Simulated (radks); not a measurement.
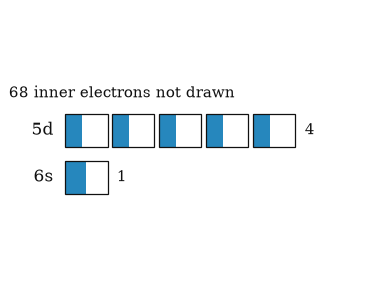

*The outer shells as the input fills them: a box for each of the 2l + 1 orbitals, shaded by the share of the shell that is filled, with the electron count at the right.*

# Atomic calculation for W⁺

W⁺ (Z = 74, 73 electrons) in the configuration [Xe] 4f14 5d4 6s1 (5d3/2: 4). Computed at this level: Dirac Kohn-Sham, BLYP, spin-unpolarised, spherical densities, point nucleus (the in-house radial solver radks).

**Input**
```
Z 74
configuration [Xe] 4f14 5d4 6s1
relativity Dirac
functional b88,lyp
spin unpolarised
j_filling energy
nucleus point
c 137.035999084
mesh_end 20
max_iterations 76
```

Energies in input and log are in hartree, lengths in bohr.

Hardware: 1 thread of Arm Neoverse N1, 77 GiB of memory available, shared host.

The run was one of a batch that the task file lists, launched with:
```bash
python <driver script> task.json out
```

**Log**
```
1s1/2   1   2.0000       -2550.91099201
2s1/2   1   2.0000        -440.18189949
2p1/2   1   2.0000        -420.92284353
2p3/2   1   4.0000        -371.18959629
3s1/2   1   2.0000        -101.55302704
3p1/2   1   2.0000         -92.98321411
3p3/2   1   4.0000         -82.22977952
3d3/2   1   4.0000         -67.81161354
3d5/2   1   6.0000         -65.47325603
4s1/2   1   2.0000         -21.13815168
4p1/2   1   2.0000         -17.58596375
4p3/2   1   4.0000         -15.09214543
4d3/2   1   4.0000          -9.26184624
4d5/2   1   6.0000          -8.80248807
4f5/2   1   6.0000          -1.50983505
4f7/2   1   8.0000          -1.42761901
5s1/2   1   2.0000          -3.15113208
5p1/2   1   2.0000          -2.10105555
5p3/2   1   4.0000          -1.74063988
5d3/2   1   4.0000          -0.43381691
5d5/2   1   0.0000          -0.40590609
6s1/2   1   1.0000          -0.44270322
Etot -16166.57833282994
Ekin 18219.741829256192
Encl -40367.795705456694
Eh 6307.352772473189
Exc -325.8772291026298
err 1.0361406167762189e-08
it 15
```

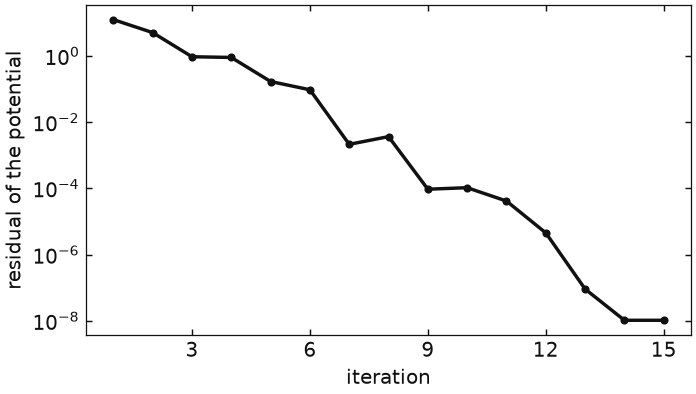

*Convergence: residual of the potential against the iteration.*

The residual falls almost steadily, with no more than small rises or pauses. It goes from 12 to 1.0×10⁻⁸ in 15 steps.

**What the run reported**

| quantity | value |
| --- | --- |
| outcome | converged |
| total energy | −16166.5783 hartree |
| kinetic energy | 18219.7418 hartree |
| electron–nucleus energy | −40367.7957 hartree |
| Hartree energy | 6307.3528 hartree |
| exchange–correlation energy | −325.877229 hartree |
| radius at density 0.001 e/bohr³ | 4.32 bohr |
| SCF iterations | 15 |

**What is odd here**

A numerical setting was moved from its usual value: mesh end rmax = 20. The program ran to the end, and its total energy equals that of the same run with the usual input (−16166.57833 hartree) within 10⁻⁵ hartree, so the oddity leaves no trace in it.
